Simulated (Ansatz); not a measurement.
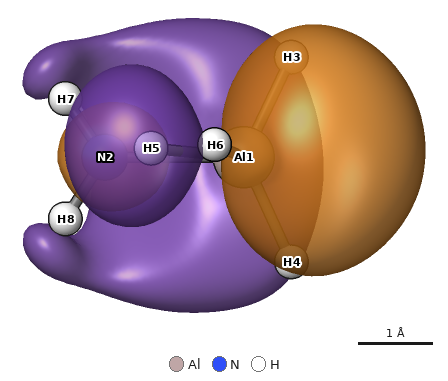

AlH6N. One frontier orbital at ±0.08 Å⁻³ᐟ² (orange and purple are the two phases), seen across its widest extent.

A transition-state structure; geometry: PBE0-D4/def2-TZVP.

Computed with RKS PBE0-D4/def2-TZVPP (Ansatz).

Input file:

```
crystal:
  periodic: [false, false, false]
  atoms:
    - {symbol: Al, position_ang: [-0.359976, -0.739886, 0.425162]}
    - {symbol: N, position_ang: [-0.100111, 0.847083, -0.587990]}
    - {symbol: H, position_ang: [-0.538362, -2.049555, -0.448161]}
    - {symbol: H, position_ang: [-0.994254, -0.504283, 1.857558]}
    - {symbol: H, position_ang: [1.042571, 0.289311, 0.012321]}
    - {symbol: H, position_ang: [1.420622, -0.447201, 0.581581]}
    - {symbol: H, position_ang: [-0.101182, 0.847478, -1.598035]}
    - {symbol: H, position_ang: [-0.369108, 1.757153, -0.242335]}
basis:
  gaussian: {orbitals: def2-TZVPP}
hamiltonian: {xc: pbe0, dispersion: d4}
output: {orbitals: {seedname: orbitals}}
```

Launched as:

```sh
ansatz run in.yaml --threads 2 --pin off --events-out ev --progress --plain --max-ram 4352MiB
```

Which orbital is it: HOMO or LUMO?

The LUMO, at −0.30 eV. By Hirshfeld shares it lies mainly on Al1 (about 55 %), N2 (about 10 %), H5 (about 5 %) and H6 (about 5 %).
